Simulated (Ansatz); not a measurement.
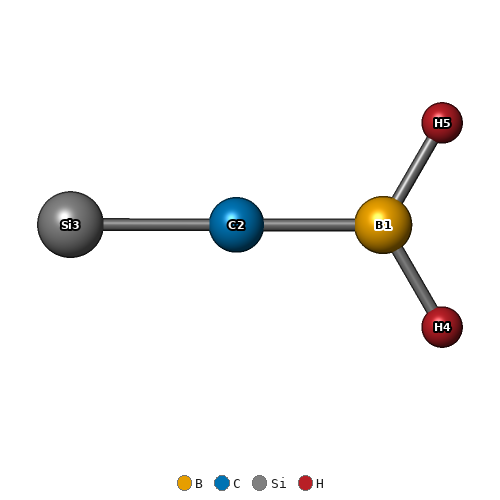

The system is CH₂BSi, SMILES BC#[Si], spin multiplicity 2; the picture shows the reference structure. The first coordinate is: bond length B1–H5; the second: angle H5–B1–H4. Nothing is relaxed (all other coordinates rigid). The scan uses a 15 × 15 grid. Points are written as (first, second). Energies: kJ/mol, counted from the lowest grid point. All numbers below come from UHF/def2-TZVP (Ansatz).

Its coordinates:

```yaml
atoms:
  - { symbol: B, position_ang: [0.4908, -0.3836, -0.2978] }
  - { symbol: C, position_ang: [-0.5642, 0.4398, 0.3422] }
  - { symbol: Si, position_ang: [-1.7566, 1.3728, 1.0658] }
  - { symbol: H, position_ang: [0.1992, -1.3887, -0.8684] }
  - { symbol: H, position_ang: [1.6309, -0.0404, -0.2417] }
```

Range: bond length B1–H5 from 1.001 to 1.550 Å; angle H5–B1–H4 from 75.0 to 165.0°.

Predict the map.

Answer. The lowest grid point is at (1.197 Å, 120.0°). It is the only kind of minimum in the scanned range. The highest grid point, (1.550 Å, 75.0°), lies 217 kJ/mol above the lowest. Round the minimum the two coordinates are nearly uncoupled.

```tsv
angle H5–B1–H4 ↓, bond length B1–H5 →	1.001	1.040	1.080	1.119	1.158	1.197	1.236	1.275	1.315	1.354	1.393	1.432	1.471	1.510	1.550
165.0	213	185	164	150	141	136	135	136	140	146	154	162	172	183	195
158.5	175	148	128	115	107	103	102	105	110	117	125	135	146	157	170
152.1	141	115	96	83	76	73	73	77	82	90	99	110	121	133	147
145.7	113	87	68	57	50	47	48	52	59	67	77	88	100	112	126
139.2	90	65	46	35	29	27	28	32	39	48	58	70	82	95	110
132.8	74	49	31	20	14	12	14	18	26	35	45	57	70	83	98
126.4	64	39	21	10	5	3	5	10	17	27	37	49	63	76	91
120.0	60	36	18	7	1	0	2	7	15	24	35	47	60	74	89
113.5	63	38	21	10	4	3	5	10	18	27	38	50	63	77	92
107.1	72	47	30	19	13	12	14	19	27	36	47	59	72	86	100
100.7	88	63	45	34	28	27	29	34	41	50	61	73	85	99	114
94.2	109	84	67	56	50	48	50	54	61	70	81	92	105	118	132
87.8	137	112	94	82	76	74	76	80	87	96	106	117	129	142	156
81.4	169	144	126	115	108	106	108	112	118	127	136	147	159	171	184
75.0	207	182	164	152	146	143	144	148	154	162	172	182	193	205	217
```

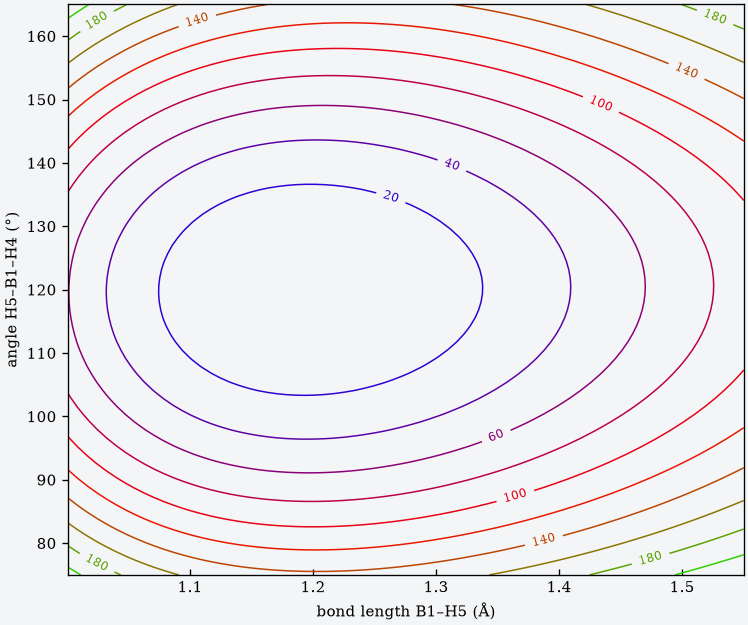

In the figure: contour lines labelled in kJ/mol. Between grid points the surface is interpolated.

The whole map (225 points run) took 27 min on 1 thread of Arm Neoverse V2, on a shared host.
